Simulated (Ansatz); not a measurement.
# One shape, several levels: BHO2 (oxoborinic acid)

Wanted: a comparison of 6 runs (CAM-B3LYP/STO-3G, PBE0/STO-3G, UPBE0/STO-3G, wB97M-V/STO-3G, CCSDTQ/STO-3G, CCSD/STO-3G) of BHO2 (oxoborinic acid). 

The results are computed with Ansatz 0.2.0.

60 further runs of the same task are left out: 2 that didn't finish, 58 set aside as unsound or not needed.

### Step 1. Starting point

BHO2 has 4 atoms, charge 0, and is taken as a singlet. As SMILES, `O=BO`. The O3–B2 distance was set to 1.983 Å, away from the relaxed value.

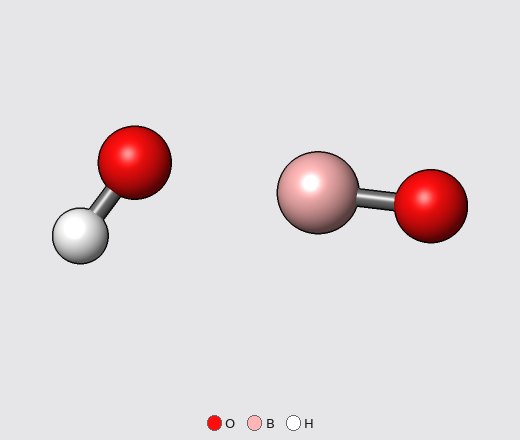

The structure, seen from a chosen angle (oxygen red, boron pink, hydrogen white).

### Step 2. A single-point energy at CAM-B3LYP/STO-3G (run 1)

Contents of run.yaml:

```yaml
crystal:
  periodic: [false, false, false]
  atoms:
    - symbol: O
      position_ang: [-2.175365, 0.740488, 0.498496]
    - symbol: B
      position_ang: [-1.044165, 0.348988, 0.318596]
    - symbol: O
      position_ang: [0.816700, -0.302000, 0.108600]
    - symbol: H
      position_ang: [1.162300, -0.353500, -0.785700]
basis:
  gaussian:
    orbitals: STO-3G
accuracy: high
hamiltonian:
  xc: {name: CAM-B3LYP}
magnetization:
  spin_polarized: false
  initial_magnetization: 0
```

On the command line:

```
ansatz run run.yaml --threads 1 --pin off --max-ram 2610MiB --events-out events.jsonl --progress --plain --runs-dir runs
```

The program printed:

```text
Warning: RAYON_NUM_THREADS=1 ignored (pool sized by the plan → 1); use --threads N
Functional definition: CAM-B3LYP
  name "CAM-B3LYP"
  parameter alpha = 0.19
  parameter beta = 0.46
  parameter omega = 0.33/bohr
  parameter ac = 0.81
  exchange = (1 - alpha - beta)*b88_x + beta*b88_x_sr(omega) + alpha*exact_x + beta*exact_x_lr(omega)
  correlation = (1 - ac)*vwn5_c + ac*lyp_c
263 factors; integrals over basis functions are off by at most 4.1e-8 eV
144 factors; integrals over basis functions are off by at most 9.8e-10 eV
mean field evaluation 1: about -4712.3525 eV, gradient 3.4e1 eV
mean field evaluation 2: about -4704.2997 eV, gradient 7.1e1 eV
mean field evaluation 4: about -4716.4934 eV, gradient 2.3e0 eV
mean field evaluation 8: about -4716.4534 eV, gradient 4.4e-2 eV
mean field evaluation 16: about -4716.4534 eV, gradient 1.7e-6 eV
mean field -4716.45340744 eV, -173.3264657966 hartree, gradient 7.4e-8 eV, S^2 0.000000; 0 other end points of the search recorded, 0 dependent functions left out
reference -4716.45341889 eV, -173.3264662172 hartree; 11, 11 occupied and 5, 5 virtual orbitals, 263 factors
Total energy: -4716.45341889 eV, -173.3264662172 hartree
```

Run time: 0.91 s. Hardware: 1 thread of Arm Neoverse V1, shared host.

### Step 3. The energy at PBE0/STO-3G (run 2)

Contents of input.yaml:

```yaml
basis:
  gaussian:
    orbitals: STO-3G
crystal:
  periodic: [false, false, false]
  atoms:
    - symbol: O
      position_ang: [-2.175365, 0.740488, 0.498496]
    - symbol: B
      position_ang: [-1.044165, 0.348988, 0.318596]
    - symbol: O
      position_ang: [0.816700, -0.302000, 0.108600]
    - symbol: H
      position_ang: [1.162300, -0.353500, -0.785700]
hamiltonian:
  xc: {name: PBE0}
accuracy: high
```

On the command line:

```
ansatz run input.yaml --threads 1 --pin off --max-ram 2610MiB --events-out events.jsonl --progress --plain --runs-dir runs
```

The program printed:

```text
Warning: RAYON_NUM_THREADS=1 ignored (pool sized by the plan → 1); use --threads N
Functional definition: PBE0
  name "PBE0"
  parameter a = 0.25
  parameter kappa = 0.804
  parameter beta = 0.06672455060314922
  exchange = (1 - a)*pbe_x(kappa = kappa, mu = beta*pi^2/3) + a*exact_x
  correlation = pbe_c(beta = beta)
263 factors; integrals over basis functions are off by at most 4.1e-8 eV
mean field evaluation 1: about -4711.0665 eV, gradient 3.1e1 eV
mean field evaluation 2: about -4697.0176 eV, gradient 8.2e1 eV
mean field evaluation 4: about -4714.1731 eV, gradient 3.1e0 eV
mean field evaluation 8: about -4714.1556 eV, gradient 5.1e-2 eV
mean field evaluation 16: about -4714.1556 eV, gradient 5.6e-7 eV
mean field -4714.15560251 eV, -173.2420230229 hartree, gradient 4.3e-8 eV, S^2 0.000000; 0 other end points of the search recorded, 0 dependent functions left out
reference -4714.15560372 eV, -173.2420230672 hartree; 11, 11 occupied and 5, 5 virtual orbitals, 263 factors
Total energy: -4714.15560372 eV, -173.2420230672 hartree
```

Run time: 0.74 s. Hardware: 1 thread of Arm Neoverse V1, shared host.

Runs 3 to 5 aren't shown in full; the table further down has their settings and results.

### Step 4. A single-point energy at CCSD/STO-3G (run 6)

Contents of input.yaml:

```yaml
crystal:
  periodic: [false, false, false]
  atoms:
    - {symbol: O, position_ang: [-2.175365, 0.740488, 0.498496]}
    - {symbol: B, position_ang: [-1.044165, 0.348988, 0.318596]}
    - {symbol: O, position_ang: [0.816700, -0.302000, 0.108600]}
    - {symbol: H, position_ang: [1.162300, -0.353500, -0.785700]}
basis:
  gaussian:
    orbitals: STO-3G
correlation:
  method: ccsd
  frozen_orbitals: {B: 1, H: 0, O: 1}
accuracy: high
scf:
  omitted_lower_state_checks: [cluster_reference, increment]
```

On the command line:

```
ansatz run input.yaml --threads 1 --pin off --max-ram 2610MiB --events-out events.jsonl --progress --plain --runs-dir runs
```

The program printed:

```text
Warning: RAYON_NUM_THREADS=1 ignored (pool sized by the plan → 1); use --threads N
[... 11 lines left out ...]
3 core orbitals not correlated: weight in the atoms' cores, before any rotation towards them, 1.000 or more for the frozen orbitals, at most 0.000 for the correlated occupied ones
[... 26 lines left out ...]
Total energy: -4700.77169728 eV, -172.7501735776 hartree
Checks for a lower state left out: cluster_reference, increment
```

Run time: 0.14 s. Hardware: 1 thread of Arm Neoverse V1, shared host.

### Step 5. Overview of the runs

| run | level | frozen core orbitals | energy (Eh) | wall time |
| --- | --- | --- | --- | --- |
| 1 | CAM-B3LYP/STO-3G | – | -173.326466 | 0.91 s |
| 2 | PBE0/STO-3G | – | -173.242023 | 0.74 s |
| 3 | UPBE0/STO-3G | – | -173.242023 | 1.4 s |
| 4 | wB97M-V/STO-3G | – | -173.418606 | 13 s |
| 5 | CCSDTQ/STO-3G | 3 | -172.761642 | 7.2 s |
| 6 | CCSD/STO-3G | 3 | -172.750174 | 0.14 s |

### Step 6. Summary of results

| quantity | value |
| --- | --- |
| run 6: total energy | -172.75017 Eh |
| run 6: correlation energy (3 core orbitals frozen) | -215.9 mEh |
| run 6: T1 diagnostic | 0.024 |

In words: Totals of different functionals can't be ranked against each other. In runs 5, 6 the log says that unrestricted orbitals would lower the reference, so the values rest on an unstable closed-shell determinant (other closed-shell runs at this shape may share the fault). In runs 1, 2, 3, 4, 5, 6 the basis is minimal, so the values are rough. All runs together took 23 s, the longest 13 s.
